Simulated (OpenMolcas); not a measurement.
**One shape, several levels: triplet Si2H3OF**

Aim: a comparison of 5 runs (UHF/def2-SVPD, UB3LYP/6-31G*, U-r2SCAN/def2-SVPD, UBHLYP/def2-SVPD, UM06-2X/def2-SVPD) of triplet Si2H3OF. 

The calculation is run with OpenMolcas 26.06.

## Step 1: The molecule

Si2H3OF has 7 atoms, charge 0, and is taken as a triplet. As SMILES of the parent species, `F[Si]O[SiH3]`. Geometry: relaxed at PBE0-D4/def2-TZVP. This is one conformer, not always the lowest. That shape belongs to the parent species and isn't relaxed for this state.

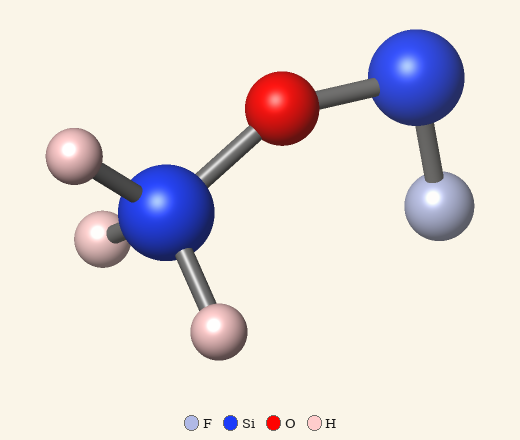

Viewed from a chosen angle; fluorine light blue, silicon blue, oxygen red, hydrogen pink.

## Step 2: A single-point energy at UHF/def2-SVPD (run 1)

run.input

```
&GATEWAY
BasLib=$CurrDir
Coord
7
angstrom
F        0.639300      -1.829500       1.608700
Si      -0.428700      -2.165500       0.441500
O       -0.538300      -0.736500      -0.334600
Si      -0.025600       0.837100      -0.406700
H       -0.705100       1.480700      -1.555500
H       -0.385700       1.537800       0.850000
H        1.444000       0.875800      -0.603300
Basis=def2-SVPD
Group=NoSym
&SEWARD
&SCF
UHF
Spin=3
Thresholds=1e-10 1e-07 1e-07 1e-05
PrOrbitals=1
```

The basis set def2-SVPD is read from a file made from the Basis Set Exchange's data (not shown).

On the command line:

```
export MOLCAS_MEM=1860
pymolcas run.input > run.log
```

Log:

```text
--- Start Module: gateway ---
[...]
--- Stop Module: gateway /rc=_RC_ALL_IS_WELL_ ---
--- Start Module: seward ---
[...]
      Basis functions          118
--- Stop Module: seward /rc=_RC_ALL_IS_WELL_ ---
[...]
--- Start Module: scf ---
[...]
       Convergence after  20 Iterations
[...]
::    Total SCF energy                               -753.6374340560
[...]
      Total spin, S                                     1.0008172363
[...]
      Dipole Moment (debye):
      Origin of the operator (angstrom)=   -0.0938   -0.8490    0.2646
                   X= -8.1118E-01               Y= -2.8333E-01               Z= -8.7430E-01           Total=  1.2258E+00
      Quadrupole Moment (debye*angstrom):
[...]
--- Stop Module: scf /rc=_RC_ALL_IS_WELL_ ---
[...]
```

Run time: 20 s. Hardware: 1 thread of Intel Xeon 6975P-C (Granite Rapids), shared host; peak memory 0.74 GiB.

## Step 3: A single-point energy at UB3LYP/6-31G(d) (spherical functions) (run 2)

test.inp

```
&GATEWAY
BasLib
$CurrDir
Coord
7
angstrom
F        0.639300      -1.829500       1.608700
Si      -0.428700      -2.165500       0.441500
O       -0.538300      -0.736500      -0.334600
Si      -0.025600       0.837100      -0.406700
H       -0.705100       1.480700      -1.555500
H       -0.385700       1.537800       0.850000
H        1.444000       0.875800      -0.603300
Basis
6-31Gs
Group
NoSym
&SEWARD
GridInput
Grid=UltraFine
End of Grid
&SCF
UHF
Spin
3
KSDFT
B3LYP
Thresholds
1e-10 1e-07 1e-07 1e-05
PrOrbitals
0
```

The basis set 6-31G* is read from a file made from the Basis Set Exchange's data (not shown).

On the command line:

```
export MOLCAS_MEM=1860
pymolcas test.inp > test.log
```

Log:

```text
--- Start Module: gateway ---
[...]
--- Stop Module: gateway /rc=_RC_ALL_IS_WELL_ ---
--- Start Module: seward ---
[...]
      Basis functions           70
--- Stop Module: seward /rc=_RC_ALL_IS_WELL_ ---
[...]
--- Start Module: scf ---
[...]
       Convergence after  19 Iterations
[...]
::    Total KS-DFT energy                            -755.8318239407
[...]
      Total spin, S                                     1.0004885979
[...]
      Total electronic charge=   48.000000
      Total            charge=   -0.000000
[...]
      Dipole Moment (debye):
      Origin of the operator (angstrom)=   -0.0938   -0.8490    0.2646
                   X= -6.8278E-01               Y= -3.6982E-01               Z= -6.7728E-01           Total=  1.0304E+00
      Quadrupole Moment (debye*angstrom):
[...]
--- Stop Module: scf /rc=_RC_ALL_IS_WELL_ ---
[...]
```

Run time: 24 s. Hardware: 1 thread of Intel Xeon 6975P-C (Granite Rapids), shared host; peak memory 0.41 GiB.

## Step 4: The energy at U-r2SCAN/def2-SVPD (run 3)

calc.input

```
* FH3OSi2 Kohn-Sham DFT

&gateway
 baslib
 $CurrDir
 coord
 7
 bohr
 F      1.20810191    -3.45725395     3.04000242
 Si    -0.81012559    -4.09220192     0.83431408
 O     -1.01723957    -1.39178329    -0.63230236
 Si    -0.04837699     1.58188974    -0.76855161
 H     -1.33244589     2.79811747    -2.93946899
 H     -0.72886737     2.90602083     1.60626721
 H      2.72876452     1.65502214    -1.14007177
 basis
 def2-SVPD
 group
 NoSym

&seward
 gridinput
 Grid=UltraFine
 End of Grid

&scf
 uhf
 spin
 3
 ksdft
 2
 1.0 MGGA_X_R2SCAN
 1.0 MGGA_C_R2SCAN
 thresholds
 1e-10 1e-07 1e-07 1e-05
 prorbitals
 1 2
```

The basis set def2-SVPD is read from a file made from the Basis Set Exchange's data (not shown).

On the command line:

```
export MOLCAS_MEM=1860
pymolcas calc.input > calc.log
```

Log:

```text
--- Start Module: gateway ---
[...]
--- Stop Module: gateway /rc=_RC_ALL_IS_WELL_ ---
--- Start Module: seward ---
[...]
      Basis functions          118
--- Stop Module: seward /rc=_RC_ALL_IS_WELL_ ---
[...]
--- Start Module: scf ---
[...]
       Convergence after  22 Iterations
[...]
::    Total KS-DFT energy                            -755.4143913663
[...]
      Total spin, S                                     1.0007992837
[...]
      Total electronic charge=   48.000000
      Total            charge=   -0.000000
[...]
      Dipole Moment (debye):
      Origin of the operator (angstrom)=   -0.0938   -0.8490    0.2646
                   X= -6.2379E-01               Y= -6.7802E-02               Z= -7.3996E-01           Total=  9.7018E-01
      Quadrupole Moment (debye*angstrom):
[...]
--- Stop Module: scf /rc=_RC_ALL_IS_WELL_ ---
[...]
```

Run time: 1.7 min. Hardware: 1 thread of Intel Xeon 6975P-C (Granite Rapids), shared host; peak memory 0.73 GiB.

Run 4 isn't shown in full; the table further down has it.

## Step 5: The energy at UM06-2X/def2-SVPD (run 5)

job.input

```
&GATEWAY
 BasLib=$CurrDir
 Coord
 7
 angstrom
 F        0.639300      -1.829500       1.608700
 Si      -0.428700      -2.165500       0.441500
 O       -0.538300      -0.736500      -0.334600
 Si      -0.025600       0.837100      -0.406700
 H       -0.705100       1.480700      -1.555500
 H       -0.385700       1.537800       0.850000
 H        1.444000       0.875800      -0.603300
 Basis=def2-SVPD
 Group=NoSym

&SEWARD
 GridInput
 Grid=UltraFine
 End of Grid

&SCF
 UHF
 Spin=3
 KSDFT=M062X
 Thresholds=1e-10 1e-07 1e-07 1e-05
 PrOrbitals=1 2
```

The basis set def2-SVPD is read from a file made from the Basis Set Exchange's data (not shown).

On the command line:

```
export MOLCAS_MEM=1860
pymolcas job.input > job.log
```

Log:

```text
--- Start Module: gateway ---
[...]
--- Stop Module: gateway /rc=_RC_ALL_IS_WELL_ ---
--- Start Module: seward ---
[...]
      Basis functions          118
--- Stop Module: seward /rc=_RC_ALL_IS_WELL_ ---
[...]
--- Start Module: scf ---
[...]
       Convergence after  21 Iterations
[...]
::    Total KS-DFT energy                            -755.4455556468
[...]
      Total spin, S                                     1.0010168214
[...]
      Total electronic charge=   48.000000
      Total            charge=   -0.000000
[...]
      Dipole Moment (debye):
      Origin of the operator (angstrom)=   -0.0938   -0.8490    0.2646
                   X= -6.7369E-01               Y= -8.4094E-02               Z= -7.9419E-01           Total=  1.0448E+00
      Quadrupole Moment (debye*angstrom):
[...]
--- Stop Module: scf /rc=_RC_ALL_IS_WELL_ ---
[...]
```

Run time: 98 s. Hardware: 1 thread of Intel Xeon 6975P-C (Granite Rapids), shared host; peak memory 0.74 GiB.

## Step 6: All runs side by side

| run | level | integration grid | energy (Eh) | dipole moment (D) | HOMO energy (eV) | ⟨S²⟩ | wall time |
| --- | --- | --- | --- | --- | --- | --- | --- |
| 1 | UHF/def2-SVPD | – | -753.637434 | 1.23 | -7.82 | 2.002 | 20 s |
| 2 | UB3LYP/6-31G* (spherical functions) | UltraFine | -755.831824 | 1.03 | -4.11 | 2.001 | 24 s |
| 3 | U-r2SCAN/def2-SVPD | UltraFine | -755.414391 | 0.97 | -3.98 | 2.002 | 1.7 min |
| 4 | UBHLYP/def2-SVPD | UltraFine | -755.470441 | 1.12 | -5.73 | 2.002 | 64 s |
| 5 | UM06-2X/def2-SVPD | UltraFine | -755.445556 | 1.04 | -5.61 | 2.003 | 98 s |

## Step 7: Outcome

| quantity | value |
| --- | --- |
| run 5: total energy | -755.44556 Eh |
| run 5: dipole moment | 1.04 D |
| run 5: HOMO energy (highest over α and β) | -5.61 eV |
| run 5: ⟨S²⟩ | 2.003 |

What this shows: The dipole moment (its size) runs from 0.97 D (U-r2SCAN/def2-SVPD) to 1.23 D (UHF/def2-SVPD). Totals of different functionals can't be ranked against each other. All runs together took 5.2 min, the longest 1.7 min.
